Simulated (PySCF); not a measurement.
# CH5BN2 (SMILES NC1BN1) at 6 levels

We compute a comparison of 6 runs (B3LYP/6-31G*, B3LYP/cc-pVDZ, BHLYP/cc-pVDZ, CAM-B3LYP/cc-pVDZ, M06-2X/cc-pVDZ, wB97M-V/cc-pVDZ) of CH5BN2. 

The results are computed with PySCF 2.14.0.

1 further run of the same task is left out (set aside as unsound or not needed).

### Step 1. The system as given

CH5BN2 has 9 atoms, charge 0, and is taken as a singlet. SMILES: `NC1BN1`. The coordinates come from a PBE0-D4/def2-TZVP relaxation. This is one conformer, not always the lowest.

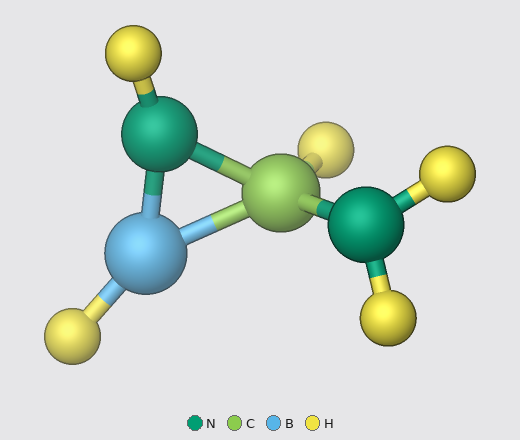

Viewed from a chosen angle; nitrogen teal, carbon green, boron blue, hydrogen yellow.

### Step 2. The energy at B3LYP/6-31G(d) (spherical functions) (run 1)

input.xyz reads:

```xyz
9

N      0.142900     1.194400    -0.640600
C     -0.364200    -0.077200    -0.222300
B      0.591200    -1.194100     0.303200
N     -0.130500    -0.469900     1.171500
H      0.784000     1.117400    -1.417000
H     -0.589900     1.842600    -0.892400
H     -1.366400    -0.317200    -0.582700
H      1.414200    -2.039000     0.194700
H     -0.392800    -0.103200     2.068300
```

calc.py reads:

```python
from pyscf import gto, dft

mol = gto.M(
    atom='input.xyz',
    verbose=3,
    charge=0,
    basis='6-31g*',
    spin=0,
    max_memory=1860,
)

mf = dft.RKS(mol, xc='b3lyp')
mf.conv_tol = 1e-10
mf.grids.level = 5
mf.kernel()
if not mf.converged:
    mf = mf.newton().run(mf.mo_coeff, mf.mo_occ)

e_final = mf.e_tot
print('Final energy', e_final)
```

Launch:

```
OMP_NUM_THREADS=1 python calc.py
```

The program printed:

```text
converged SCF energy = -175.424841105173
Final energy -175.42484110517276
```

Wall time 15 s (1 thread of Intel Xeon at 2.70GHz, shared host); peak memory 0.34 GiB.

### Step 3. A single-point energy at B3LYP/cc-pVDZ (run 2)

job.py reads:

```python
from pyscf import gto, dft

mol = gto.M(
    atom=[
    ('N', (0.142900, 1.194400, -0.640600)),
    ('C', (-0.364200, -0.077200, -0.222300)),
    ('B', (0.591200, -1.194100, 0.303200)),
    ('N', (-0.130500, -0.469900, 1.171500)),
    ('H', (0.784000, 1.117400, -1.417000)),
    ('H', (-0.589900, 1.842600, -0.892400)),
    ('H', (-1.366400, -0.317200, -0.582700)),
    ('H', (1.414200, -2.039000, 0.194700)),
    ('H', (-0.392800, -0.103200, 2.068300)),
],
    basis='cc-pvdz',
    max_memory=1860,
    verbose=4,
)

mf = dft.RKS(mol)
mf.xc = 'b3lyp'
mf.grids.level = 5
mf.conv_tol = 1e-10
mf.kernel()
if not mf.converged:
    mf = mf.newton().run(mf.mo_coeff, mf.mo_occ)

e_tot = mf.e_tot
print('E = %.10f Eh' % e_tot)
```

Launch:

```
OMP_NUM_THREADS=1 python job.py
```

The program printed:

```text
PySCF version 2.14.0

[... 77 lines left out ...]
converged SCF energy = -175.441368336761
E = -175.4413683368 Eh
```

Wall time 17 s (1 thread of Intel Xeon at 2.70GHz, shared host); peak memory 0.4 GiB.

Runs 3 to 5 aren't shown in full; the table further down has their settings and results.

### Step 4. The energy at wB97M-V/cc-pVDZ (run 6)

job.py reads:

```python
from pyscf import gto, dft

mol = gto.Mole()
mol.atom = '''
N    0.142900   1.194400  -0.640600
C   -0.364200  -0.077200  -0.222300
B    0.591200  -1.194100   0.303200
N   -0.130500  -0.469900   1.171500
H    0.784000   1.117400  -1.417000
H   -0.589900   1.842600  -0.892400
H   -1.366400  -0.317200  -0.582700
H    1.414200  -2.039000   0.194700
H   -0.392800  -0.103200   2.068300
'''
mol.spin = 0
mol.max_memory = 1860
mol.verbose = 3
mol.basis = 'cc-pvdz'
mol.build()

ks = dft.RKS(mol)
ks.xc = 'wb97m-v'
ks.nlcgrids.level = 1
ks.conv_tol = 1e-10
ks.grids.level = 5
ks.kernel()
if not ks.converged:
    ks = ks.newton().run(ks.mo_coeff, ks.mo_occ)

etot = ks.e_tot
print('Final energy', etot)
```

Launch:

```
OMP_NUM_THREADS=1 python job.py
```

The program printed:

```text
converged SCF energy = -175.362920168748
Final energy -175.36292016874805
```

Wall time 93 s (1 thread of Intel Xeon at 2.70GHz, shared host); peak memory 0.45 GiB.

### Step 5. Overview of the runs

```tsv
run	level	nlc grid	energy (Eh)	dipole moment (D)	HOMO energy (eV)	LUMO energy (eV)	wall time
1	B3LYP/6-31G* (spherical functions)	–	-175.424841	1.15	-6.18	0.69	15 s
2	B3LYP/cc-pVDZ	–	-175.441368	1.15	-6.27	0.42	17 s
3	BHLYP/cc-pVDZ	–	-175.333323	1.06	-7.93	1.70	16 s
4	CAM-B3LYP/cc-pVDZ	–	-175.344541	1.13	-7.95	1.81	26 s
5	M06-2X/cc-pVDZ	–	-175.368945	1.10	-7.93	1.59	27 s
6	wB97M-V/cc-pVDZ	1	-175.362920	1.12	-8.91	2.72	93 s
```

### Step 6. Outcome

```
            quantity          value
 run 6: total energy  -175.36292 Eh
run 6: dipole moment         1.12 D
  run 6: HOMO energy       -8.91 eV
  run 6: LUMO energy        2.72 eV
run 6: HOMO–LUMO gap       11.63 eV
```

The dipole moment (its size) runs from 1.06 D (BHLYP/cc-pVDZ) to 1.15 D (B3LYP/cc-pVDZ). The HOMO–LUMO gap runs from 6.69 eV (B3LYP/cc-pVDZ) to 11.63 eV (wB97M-V/cc-pVDZ). Totals of different functionals can't be ranked against each other. All runs together took 3.2 min, the longest 93 s.
